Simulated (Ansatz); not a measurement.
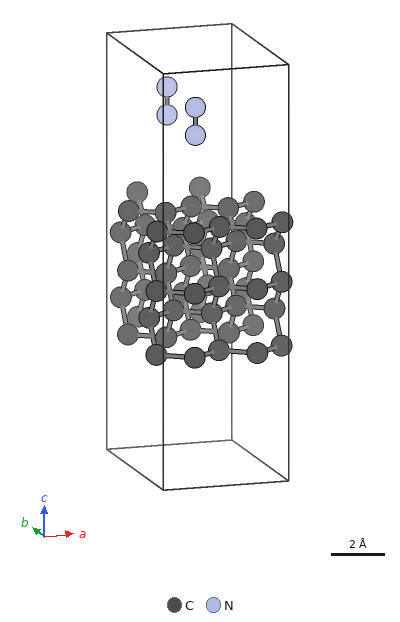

**Figure 1.** The structure (ball-and-stick view of the 1 × 2 repeat of the cell, with the vacuum cut short, seen slightly off an axis). An atom can appear more than once, as a periodic image. Near neighbours in the periodic cell (some may lie outside the picture): C has 3 C at 1.43 to 1.54 Å; C has 4 C at 1.48 to 1.59 Å; N has 1 N at 1.10 Å.

## Single-point calculation of C$_{10}$N

- system: C$_{10}$N (slab, 22 atoms in the cell)
- method: DFT, PBE, dispersion d3bj, plane waves, PAW, PAW set soft_1, no spin polarisation (Ansatz 0.2.0)

The structure derives from an entry of the Crystallography Open Database. Some settings of this run were made unusual or wrong on purpose.

The input:
```yaml
crystal:
  lattice:
    - [5.0304222913, 0.0, 0.0]
    - [0.0, 3.5570457144, 0.0]
    - [0.0, 0.0, 23.3751415636]
  atoms:
    - { symbol: C, position: [0.25, 0.0, 0.1711219583] }
    - { symbol: C, position: [0.75, 0.0, 0.1711219583] }
    - { symbol: C, position: [0.0, 0.25, 0.1711219583] }
    - { symbol: C, position: [0.5, 0.25, 0.1711219583] }
    - { symbol: C, position: [0.0, 0.5, 0.2249229405] }
    - { symbol: C, position: [0.5, 0.5, 0.2249229405] }
    - { symbol: C, position: [0.25, 0.75, 0.2249229405] }
    - { symbol: C, position: [0.75, 0.75, 0.2249229405] }
    - { symbol: C, position: [0.25, 0.0023818349, 0.2785827709] }
    - { symbol: C, position: [0.75, 0.0023818349, 0.2785827709] }
    - { symbol: C, position: [0.0, 0.2476181651, 0.2785827709] }
    - { symbol: C, position: [0.5, 0.2476181651, 0.2785827709] }
    - { symbol: C, position: [0.0, 0.5094747643, 0.3338767234] }
    - { symbol: C, position: [0.5, 0.5094747643, 0.3338767234] }
    - { symbol: C, position: [0.25, 0.7405252357, 0.3338767234] }
    - { symbol: C, position: [0.75, 0.7405252357, 0.3338767234] }
    - { symbol: C, position: [0.25, 0.0286707462, 0.3796829011] }
    - { symbol: C, position: [0.75, 0.0286707462, 0.3796829011] }
    - { symbol: C, position: [0.0, 0.2213292538, 0.3796829011] }
    - { symbol: C, position: [0.5, 0.2213292538, 0.3796829011] }
    - { symbol: "N", position: [0.375, 0.5286707462, 0.5251365657] }
    - { symbol: "N", position: [0.375, 0.5286707462, 0.5721951042] }
basis:
  ecutwfc: "50 eV"
kpoints:
  mp_grid: { grid: [5, 8, 1] }
hamiltonian:
  xc: pbe
  pseudopotentials: { kind: paw, azcp: { folder: soft_1 } }
  dispersion: d3bj
scf:
  occupations: { method: gaussian, width: 0.05 }
  max_iter: 50
output:
  forces: true
  eigenvalues: true
efield:
  axis: 3
  dipole_correction: true
  ramp_width: 0.04
```

Run on 2 threads of Arm Neoverse V1, 24 GiB of memory available, shared host.

Launched with:
```bash
ansatz run input.yaml --threads 2 --pin off --max-ram 6144MiB --backend cpu --events-out ev --progress --plain --runs-dir out
```

What the program printed:
```
Warning: basis.ecutwfc = 50 eV is below the records' recommended 420 eV, and the density's cutoff is lower with it unless basis.ecutrho_ratio is high enough to keep the records' density cutoff: compare with a run at a higher cutoff
Engine: ansatz 0.2.0, aarch64-unknown-linux-gnu
Pseudopotentials: kind: paw
Pseudopotential: C, paw, valence charge 4, recommended cutoff 420 eV (normal), [file]
Pseudopotential: N, paw, valence charge 5, recommended cutoff 420 eV (normal), [file]
Functional definition: PBE
  parameter kappa = 0.804
  parameter beta = 0.06672455060314922
  exchange = pbe_x(kappa = kappa, mu = beta*pi^2/3)
  correlation = pbe_c(beta = beta)
Crystal: 22 atoms, lattice volume = 418.262 Å³
Basis set: ecut = 50 eV, 315 PW (Γ), exchange–correlation on 24×18×108 points (8 copies of the dense FFT grid, shifted against one another)
Bands: 67, of which v1, the nominal top of the filled ones, is band 45 counted from 1 (44 counted from 0)
Symmetry: 1 space group operations
Space group: P1 (ITA 1), of the structure as read, at distance tolerance 7.5e-5 Å
k-points: 21 of 40 (time reversal used)
Non-local potential: C, projectors of the file, l = 0: 2, l = 1: 2, l = 2: 1
Non-local potential: N, projectors of the file, l = 0: 2, l = 1: 2, l = 2: 1
PAW form: soft (Blöchl's): semilocal exchange-correlation on the pseudo side does not see the compensation charge
PAW one-centre angular grid: C, 110 points (default); XC on 64 Gauss nodes
PAW one-centre angular grid: N, 110 points (default); XC on 64 Gauss nodes
Initial wavefunctions: pseudopotential atomic-orbital guess
Functional: x = pbe(κ = 0.804, μ = 0.2195149727645171), c = pbe(β = 0.06672455060314922)
SCF iter   1: F=—  HF=-5346.675268 eV  |F-HF|=—  |Δ(HF+E_count)|=         —  Δρ=1.80e-1  dr2=1.82e2  ethr=3.10e-3  p=-0.001 e·Å  D=-2.75e-4 V/Å  ΔV_dip=0.01 eV  dr2_dipole=4.21e1  V_vac-E_F(+/−)=1.49/1.49 eV  ⟨swp⟩=15.3  Hψ=11737  notcnv=0  defer=135
efield: sawtooth ramp at fractional position 0.8517 (placed from the atoms, in the widest stretch of the axis that holds none; the zero of the levels goes with the place), width 0.0400; the density the first Hamiltonian is built on has a dipole p = -0.001 e·Å; the dipole correction subtracts the counter field D = -2.75e-4 V/Å, which shifts the + side's vacuum level by +0.01 eV against the − side's; the planar-averaged density in the ramp window peaks in size at 1.5e-4 e/Å³
preconditioner: auto → LDOS  [metal: Δε(μ)=0.042 eV  Ē_g=14.479 eV  σ=0.050 eV  W_gap=0.43  n_scr=58 (ndim 8)  ℏωp=16.9 eV  f_vac=0.555  D(μ)=3.31/eV (n_scr^D=8)  β→1.0]
SCF iter   2: F=—  HF=-5275.899313 eV  |F-HF|=—  |Δ(HF+E_count)|=    7.08e1  Δρ=2.84e-2  dr2=2.19e1  ethr=3.10e-3  p=-0.080 e·Å  D=-3.44e-2 V/Å  ΔV_dip=0.80 eV  dr2_dipole=6.66e0  V_vac-E_F(+/−)=4.90/4.25 eV  ⟨swp⟩=7.1  Hψ=6928  notcnv=0  defer=332
SCF iter   3: F=—  HF=-5273.281124 eV  |F-HF|=—  |Δ(HF+E_count)|=    2.62e0  Δρ=8.55e-3  dr2=2.59e0  ethr=3.10e-3  p=0.153 e·Å  D=6.62e-2 V/Å  ΔV_dip=-1.55 eV  dr2_dipole=1.36e0  V_vac-E_F(+/−)=4.58/6.21 eV  ⟨swp⟩=4.4  Hψ=2800  notcnv=0  defer=323
SCF iter   4: F=—  HF=-5273.104358 eV  |F-HF|=—  |Δ(HF+E_count)|=   1.77e-1  Δρ=3.15e-3  dr2=8.76e-1  ethr=2.87e-3  p=0.158 e·Å  D=6.84e-2 V/Å  ΔV_dip=-1.60 eV  dr2_dipole=5.60e-1  V_vac-E_F(+/−)=5.26/6.92 eV  ⟨swp⟩=2.5  Hψ=1665  notcnv=0  defer=332
SCF iter   5: F=—  HF=-5272.995744 eV  |F-HF|=—  |Δ(HF+E_count)|=   1.09e-1  Δρ=1.57e-3  dr2=1.26e-1  ethr=9.73e-4  p=0.083 e·Å  D=3.60e-2 V/Å  ΔV_dip=-0.84 eV  dr2_dipole=5.60e-2  V_vac-E_F(+/−)=6.16/7.06 eV  ⟨swp⟩=3.2  Hψ=1740  notcnv=0  defer=328
SCF iter   6: F=—  HF=-5272.953964 eV  |F-HF|=—  |Δ(HF+E_count)|=   4.18e-2  Δρ=7.29e-4  dr2=1.86e-2  ethr=1.40e-4  p=0.019 e·Å  D=8.18e-3 V/Å  ΔV_dip=-0.19 eV  dr2_dipole=8.70e-6  V_vac-E_F(+/−)=6.82/7.08 eV  ⟨swp⟩=4.0  Hψ=2446  notcnv=0  defer=341
SCF iter   7: F=—  HF=-5272.951981 eV  |F-HF|=—  |Δ(HF+E_count)|=   1.98e-3  Δρ=3.41e-4  dr2=5.34e-3  ethr=2.07e-5  p=0.019 e·Å  D=8.10e-3 V/Å  ΔV_dip=-0.19 eV  dr2_dipole=3.60e-3  V_vac-E_F(+/−)=6.82/7.07 eV  ⟨swp⟩=2.8  Hψ=2303  notcnv=0  defer=339
SCF iter   8: F=—  HF=-5272.950838 eV  |F-HF|=—  |Δ(HF+E_count)|=   1.14e-3  Δρ=1.18e-4  dr2=2.18e-4  ethr=5.93e-6  p=0.002 e·Å  D=6.93e-4 V/Å  ΔV_dip=-0.02 eV  dr2_dipole=5.35e-6  V_vac-E_F(+/−)=6.99/7.07 eV  ⟨swp⟩=3.0  Hψ=1952  notcnv=0  defer=339
SCF iter   9: F=—  HF=-5272.950841 eV  |F-HF|=—  |Δ(HF+E_count)|=   2.56e-6  Δρ=3.95e-5  dr2=5.97e-5  ethr=2.42e-7  p=-0.000 e·Å  D=-1.06e-4 V/Å  ΔV_dip=0.00 eV  dr2_dipole=3.01e-5  V_vac-E_F(+/−)=7.01/7.07 eV  ⟨swp⟩=3.0  Hψ=2449  notcnv=0  defer=339
SCF iter  10: F=—  HF=-5271.844366 eV  |F-HF|=—  |Δ(HF+E_count)|=    1.11e0  Δρ=2.42e-4  dr2=1.08e-3  ethr=6.63e-8  p=0.001 e·Å  D=2.73e-4 V/Å  ΔV_dip=-0.01 eV  dr2_dipole=2.56e-4  V_vac-E_F(+/−)=7.00/7.07 eV  ⟨swp⟩=5.6  Hψ=4591  notcnv=0  defer=339
SCF iter  11: F=—  HF=-5271.844345 eV  |F-HF|=—  |Δ(HF+E_count)|=   2.07e-5  Δρ=2.18e-4  dr2=7.62e-4  ethr=6.63e-8  p=0.001 e·Å  D=3.51e-4 V/Å  ΔV_dip=-0.01 eV  dr2_dipole=1.57e-4  V_vac-E_F(+/−)=7.00/7.07 eV  ⟨swp⟩=1.0  Hψ=1180  notcnv=0  defer=339
SCF iter  12: F=—  HF=-5271.844281 eV  |F-HF|=—  |Δ(HF+E_count)|=   6.42e-5  Δρ=8.93e-5  dr2=1.13e-4  ethr=6.63e-8  p=0.001 e·Å  D=2.30e-4 V/Å  ΔV_dip=-0.01 eV  dr2_dipole=2.21e-5  V_vac-E_F(+/−)=7.00/7.07 eV  ⟨swp⟩=2.5  Hψ=1932  notcnv=0  defer=339
SCF iter  13: F=—  HF=-5271.844279 eV  |F-HF|=—  |Δ(HF+E_count)|=   1.61e-6  Δρ=7.49e-5  dr2=1.20e-4  ethr=6.63e-8  p=0.000 e·Å  D=1.71e-4 V/Å  ΔV_dip=-0.00 eV  dr2_dipole=2.92e-5  V_vac-E_F(+/−)=7.00/7.07 eV  ⟨swp⟩=1.0  Hψ=1068  notcnv=0  defer=339
SCF iter  14: F=—  HF=-5271.844274 eV  |F-HF|=—  |Δ(HF+E_count)|=   5.24e-6  Δρ=5.39e-5  dr2=7.29e-5  ethr=6.63e-8  p=0.000 e·Å  D=1.32e-4 V/Å  ΔV_dip=-0.00 eV  dr2_dipole=1.99e-5  V_vac-E_F(+/−)=7.00/7.07 eV  ⟨swp⟩=1.1  Hψ=1072  notcnv=0  defer=339
SCF iter  15: F=—  HF=-5271.844269 eV  |F-HF|=—  |Δ(HF+E_count)|=   4.50e-6  Δρ=2.45e-5  dr2=1.54e-5  ethr=6.63e-8  p=0.000 e·Å  D=1.38e-4 V/Å  ΔV_dip=-0.00 eV  dr2_dipole=4.11e-6  V_vac-E_F(+/−)=7.00/7.07 eV  ⟨swp⟩=1.5  Hψ=1289  notcnv=0  defer=339
SCF iter  16: F=—  HF=-5271.844269 eV  |F-HF|=—  |Δ(HF+E_count)|=   8.38e-7  Δρ=7.22e-6  dr2=7.82e-7  ethr=1.71e-8  p=0.000 e·Å  D=1.29e-4 V/Å  ΔV_dip=-0.00 eV  dr2_dipole=1.28e-7  V_vac-E_F(+/−)=7.00/7.07 eV  ⟨swp⟩=2.0  Hψ=1620  notcnv=0  defer=339
SCF iter  17: F=—  HF=-5271.844268 eV  |F-HF|=—  |Δ(HF+E_count)|=   3.52e-8  Δρ=3.53e-6  dr2=1.42e-7  ethr=8.69e-10  p=0.000 e·Å  D=1.28e-4 V/Å  ΔV_dip=-0.00 eV  dr2_dipole=1.66e-8  V_vac-E_F(+/−)=7.00/7.07 eV  ⟨swp⟩=2.6  Hψ=2017  notcnv=0  defer=339
SCF iter  18: F=-5271.844268 eV  HF=-5271.844268 eV  |F-HF|=7.81e-9  |Δ(HF+E_count)|=   1.83e-8  Δρ=5.91e-7  dr2=7.28e-9  ethr=1.11e-10  p=0.000 e·Å  D=1.29e-4 V/Å  ΔV_dip=-0.00 eV  dr2_dipole=1.63e-9  V_vac-E_F(+/−)=7.00/7.07 eV  ⟨swp⟩=26.5  Hψ=12279  notcnv=0
WARN: efield: at this solve's end the planar-averaged density reaches 5.30e-4 e/Å³ inside the ramp window [0.8089, 0.9344] (bound 1e-5 e/Å³); the window's nearer edge stands 5.53 Å from this solve's nearest atom along the axis. Its work functions, free energy, forces, stress, dipole, levels and responses can be off, and this figure does not tell by how much. The cell may have no vacuum along `efield.axis`. A short vacuum, a low `basis.ecutwfc` or `basis.ecutrho_ratio` and negative occupations (`scf.occupations.method`) can put density there. See the manual's quickstart, § The vacuum guard
SCF 1 converged in 18 iterations: F = -5271.844268 eV  dr2 = 7.28e-9
  greatest PAW one-centre occupation: 0.871 electrons in one spin orbital (limit 2), on the N atom at site 20 (counted from 0), in its partial waves of l = 0
```

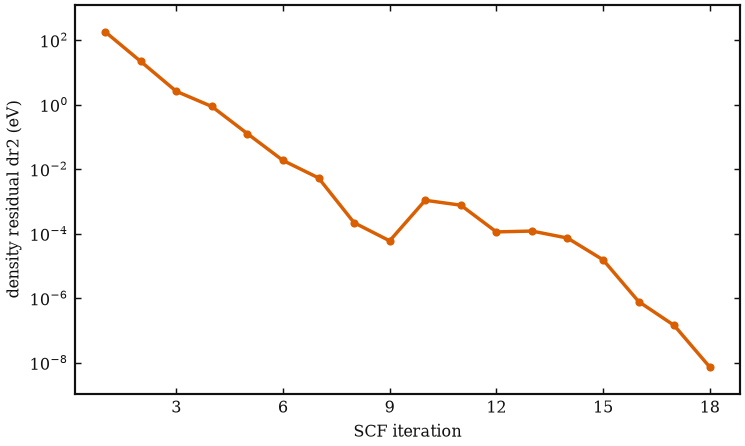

**Figure 2.** Convergence of the self-consistent field: density residual dr2 against the SCF iteration. The residual comes down, with one marked jump up, by a factor of about 20, at step 10.

```
SCF converged after 18 iterations
Free energy (F): -5271.844268 eV
Harris-Foulkes:  -5271.844268 eV  (|F-HF|=7.81e-9)
Internal energy: -5271.838239 eV  (E = F + TS)
E sigma→0 (E₀):  -5271.841254 eV
Entropy (-TS):   -0.006030 eV (-0.274 meV/atom)
Fermi energy:    1.704312 eV
Dipole field:    D = 0.000091 V/Å  (p = 0.000210 e·Å, saw-weighted, corrected)
Work function:   Φ+ = 7.0018 eV (in doubt: plateau slope 1.9e-1 eV/Å)   Φ− = 7.0676 eV (in doubt: plateau slope 1.5e-1 eV/Å)
Levels:          The Fermi level and band energies are counted from a zero that moves with the ramp; work functions are not
Vacuum region:   at the solve's end the planar-averaged density reaches 5.30e-4 e/Å³ inside the ramp window [0.8089, 0.9344] (bound 1e-5 e/Å³)
--- Per-component energies (eV) ---
  E_band       = -962.266812
  E_kinetic    = 1724.131560
  E_local      = -65838.788514  (includes V_loc(G=0)·N_el)
  E_nonlocal   = 423.681273
  E_hartree    = 32043.901693
  E_xc         = -1052.404956
  E_vxc        = -1304.660349  (∫ρ·V_xc dr)
  E_paw        = -2130.972394  (= ΣΔE_a)
  E_vpaw       = -54.130943  (= ΣTr[D̂ρ^β])
  E_aug_tail   = -0.314555  (compensation charges beyond the density's cutoff)
  E_efield     = 0.000000  (sawtooth field / dipole correction)
  E_vefield    = 0.012233  (∫n·V_field dr)
  E_ewald      = 29562.027907
  E_disp       = -3.100253  (pairwise vdW)
  E_smearing   = -0.006030  (= −TS)
  E_closure    = 0.000000  (closes the sum)
  Σ components = -5271.844268   (vs F -5271.844268, Δ=0.00e0)
--- Forces (eV/Å), atoms counted from 1 ---
  atom   1  C     -0.01969982    -5.91944394    -7.86870308
  atom   2  C      0.02967704    -5.93294714    -7.87175773
  atom   3  C      0.01748036     5.91104269    -7.92882177
  atom   4  C     -0.02429673     5.96603838    -7.95784929
  atom   5  C     -0.01042400     0.37868805     0.99174846
  atom   6  C      0.00413236     0.36144155     0.96212808
  atom   7  C     -0.00493561    -0.37954302     0.93102545
  atom   8  C      0.01892292    -0.38389887     0.98389866
  atom   9  C      0.00288712    -1.84271895     3.55792611
  atom  10  C     -0.00411190    -1.85905017     3.54641611
  atom  11  C      0.00372741     1.89078574     3.54153032
  atom  12  C     -0.01344069     1.82560106     3.58425084
  atom  13  C      0.01444905     0.51723017    -6.26829163
  atom  14  C     -0.00579672     0.57749154    -6.26273450
  atom  15  C      0.02331748    -0.49876857    -6.24640821
  atom  16  C     -0.05650208    -0.48526878    -6.27689000
  atom  17  C     -0.10087378   -10.12036788     9.88378013
  atom  18  C      0.02457951   -10.09097031     9.97159312
  atom  19  C      0.03835744    10.00197658     9.85806470
  atom  20  C     -0.02777735     9.97786513     9.85553326
  atom  21  N      0.06298921     0.09264843  -148.30864713
  atom  22  N      0.02795572     0.00318975   147.27495173
  max |Σ_I F_I| component: 4.73e-2 eV/Å
--- Band table (eV; the first three rows and the last of 21) ---
  k-point 0: bands = ["-40.2953", "-27.3578", "-25.3431", "-22.0071", "-21.7183", "-21.7104", "-19.8473", "-19.8350", "-19.2557", "-18.3142", "-17.4171", "-16.6272", "-16.6265", "-16.2441", "-14.4867", "-13.9578", "-13.9563", "-12.3446", "-12.3433", "-10.2371", "-7.8639", "-7.3651", "-6.6237", "-5.8261", "-5.8225", "-5.3563", "-5.0557", "-4.7841", "-4.5095", "-4.5070", "-4.2096", "-3.6562", "-3.6509", "-3.5166", "-3.4599", "-3.3316", "-3.3139", "-2.9090", "-0.7675", "-0.2988", "0.6125", "1.1144", "1.1538", "1.2661", "1.9184", "1.9914", "2.0447", "2.0518", "3.5580", "4.8782", "4.9567", "5.1100", "5.1205", "5.9868", "6.0490", "6.5991", "6.8087", "7.7083", "7.7324", "7.7520", "7.8171", "8.0169", "8.4638", "8.5563", "8.7397", "8.8241", "8.9001"]
  k-point 1: bands = ["-40.7188", "-27.2658", "-25.3285", "-21.9533", "-21.7792", "-21.7715", "-19.8357", "-19.8285", "-19.6625", "-18.6465", "-18.4955", "-16.6140", "-16.6137", "-14.8357", "-14.2898", "-14.1947", "-14.1912", "-12.9602", "-12.9582", "-11.3603", "-7.7422", "-6.7512", "-6.5656", "-6.3538", "-6.3076", "-6.2741", "-6.1683", "-5.3921", "-5.3640", "-4.7417", "-3.9272", "-3.7045", "-3.6826", "-3.2015", "-3.1941", "-3.0351", "-2.8984", "-2.6979", "-0.8609", "-0.4912", "-0.1969", "0.9811", "1.0020", "1.0988", "1.4679", "1.9483", "1.9590", "3.7082", "4.3784", "5.1395", "5.2640", "5.8733", "5.8903", "6.0946", "6.1657", "6.5390", "6.5461", "6.6109", "6.7848", "6.9260", "7.5144", "7.6489", "7.8730", "8.3034", "8.4967", "9.1329", "9.2631"]
  k-point 2: bands = ["-41.2499", "-26.6989", "-24.8527", "-21.8740", "-21.3324", "-21.3204", "-20.8139", "-20.1106", "-19.5741", "-19.5722", "-18.5779", "-16.6065", "-16.6002", "-14.8689", "-14.8660", "-14.1316", "-13.8960", "-13.8943", "-13.1576", "-12.3866", "-8.6752", "-8.0061", "-6.7679", "-6.7398", "-6.5911", "-6.2750", "-5.9174", "-5.9106", "-5.7839", "-4.6294", "-4.6134", "-4.5120", "-3.5586", "-3.4564", "-3.4394", "-3.0016", "-2.4101", "-2.3384", "-1.2369", "-0.9444", "-0.1392", "0.3711", "1.0092", "1.0638", "1.9442", "2.5125", "2.5384", "3.1455", "4.1534", "4.9579", "5.4512", "5.6066", "5.7766", "6.0947", "6.2058", "6.4578", "6.5464", "7.1799", "7.3106", "7.3370", "7.3621", "7.7196", "8.4663", "8.8123", "8.8904", "9.0910", "9.1210"]
  k-point 20: bands = ["-40.6582", "-26.3422", "-24.8524", "-24.2112", "-22.7609", "-20.8130", "-19.6854", "-18.9048", "-18.6192", "-18.3530", "-18.0602", "-17.6076", "-16.0550", "-15.2578", "-15.1604", "-14.6421", "-12.8403", "-11.7099", "-9.9972", "-8.7374", "-8.7162", "-8.4330", "-7.8871", "-7.5344", "-7.1861", "-7.0197", "-6.8476", "-6.3914", "-6.1947", "-5.8351", "-5.6973", "-5.4374", "-4.3162", "-4.1504", "-4.1034", "-4.0002", "-2.9293", "-2.6320", "-2.2574", "-2.2125", "-0.6192", "0.2864", "0.6844", "0.8151", "0.8795", "2.5582", "2.6788", "5.2711", "5.4231", "5.5969", "6.1879", "6.3294", "6.4047", "6.5529", "6.9868", "7.4752", "7.7222", "8.2220", "8.3787", "8.4907", "8.5138", "8.6886", "8.8491", "9.0831", "9.1572", "9.5555", "10.1122"]
```

Outcome:

| quantity | value |
| --- | --- |
| outcome | converged |
| electrons treated | 90 |
| free energy | −5271.8443 eV |
| Fermi energy | 1.704 eV |
| gap on the k-point mesh | none (metallic) |
| largest force (length of the vector) | 148.309 eV/Å |
| wall time | 5.3 s (CPU time 10 s) |
| peak memory | 0.26 GiB |

The input was spoiled on purpose: a cutoff far too low (`basis.ecutwfc`). The plane-wave basis is far from complete, so energies, forces and above all the stress are wrong. The program still converged, but the numbers can't be taken as results for the intended system. Notes on the run: the cutoff is below the recommended one; the density in the vacuum is higher than it should be, so vacuum levels may be off.
